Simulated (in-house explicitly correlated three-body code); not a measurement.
Two electrons around a point charge Z = 4.7. Computed variationally in 260 exponentially correlated functions with an in-house code, non-relativistic, converged to about 10⁻⁷ hartree. Wanted, and plotted below: the distribution of the distance r₁₂ between the electrons in the ground state (one pair, times 4πr₁₂²) and its difference from that of the Kohn-Sham determinant with the same density, the Coulomb hole.

The pair density peaks near r₁₂ = 0.40 bohr, and ⟨r₁₂⟩ = 0.5166 bohr. Correlation takes weight from short distances: the hole is deepest (−0.082 bohr⁻¹) near 0.20 bohr and first changes sign near 0.40 bohr, moving 1.9 % of the pair outwards. The mean cosine of the angle between the electrons is −0.0281, and the density-functional correlation energy is −44.62 millihartree.

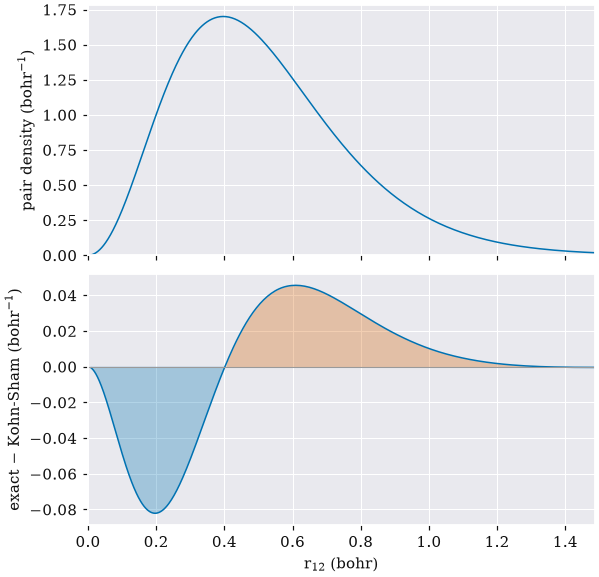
